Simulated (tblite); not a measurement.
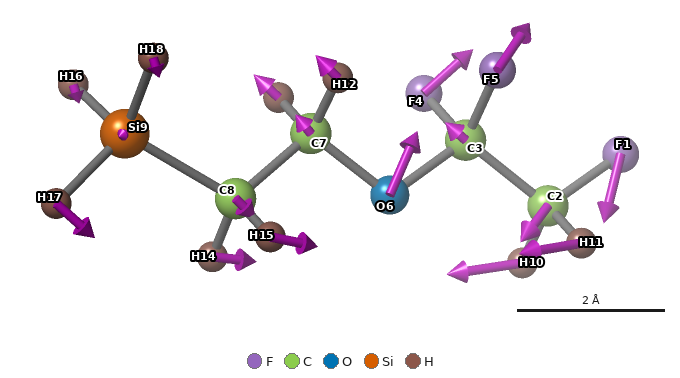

A relaxation of C4H9F3OSi. The starting structure is drawn; purple arrows show the displacements, 10 times their true length. The two geometries are superimposed by the best rigid fit.

The picture is a ball-and-stick view, seen at a tilt.

Method: GFN2-xTB geometry optimisation, gas phase in tblite. 

> Describe the change and its energy.

After 50 geometry steps the energy has fallen by 23.8 kJ/mol. An H atom moves most after the best rigid fit: 0.11 Å. Largest moves by element: H 0.11 Å, F 0.10 Å, O 0.10 Å, C 0.07 Å, Si 0.01 Å. Some distances before and after: C–O 1.435 → 1.336 Å, C–Si 1.857 → 1.905 Å, C–C 1.499 → 1.532 Å, C–O 1.425 → 1.448 Å. Among the angles between lasting bonds that change: C–O–C 111.7° → 115.9°, F–C–O 107.7° → 111.9°, F–C–F 107.7° → 103.5°. The run took 0.29 s on 1 thread of Arm Neoverse V2, with other jobs on the host.
